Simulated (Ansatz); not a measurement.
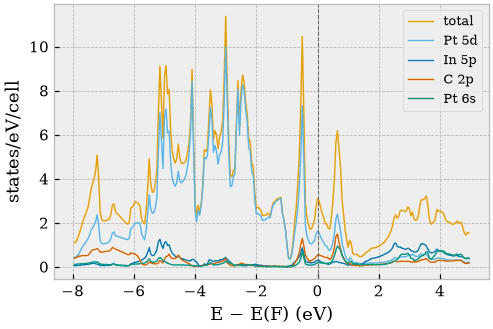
*Total and projected density of states of InPt$_{3}$C (anti-perovskite, Pm-3m), the program Ansatz at the PBEsol level (PAW)*

Problem. Which orbitals carry the states next to the Fermi level?

Solution. Within 0.5 eV of the Fermi level: Pt 5d 57 %, C 2p 17 %, In 5p 9 %, In 5s 8 %, Pt 6s 6 %. Projections are on Löwdin-orthogonalised atomic valence shells; empty p or d shells of many metals are not among them.

Problem. Where is the tallest occupied peak in this window, and what makes it?

Solution. Near -3.0 eV, about 11 states/eV per cell; the largest projected share is Pt 5d.

The start of the workflow was typed in or built on a structure type; neither database checked (COD, Materials Project) lists it. Whether it is the stable phase at ambient conditions was not checked. The cell was relaxed with PBEsol under the symmetry of its start. At this level the phase is dynamically unstable (imaginary phonons). No spin polarisation was allowed. Its formation energy is positive at this level, so the cell may be metastable or incomplete. Scalar-relativistic: spin–orbit coupling is off unless named, which matters more the heavier the elements.

Potentials: the later of the program's two PAW sets.
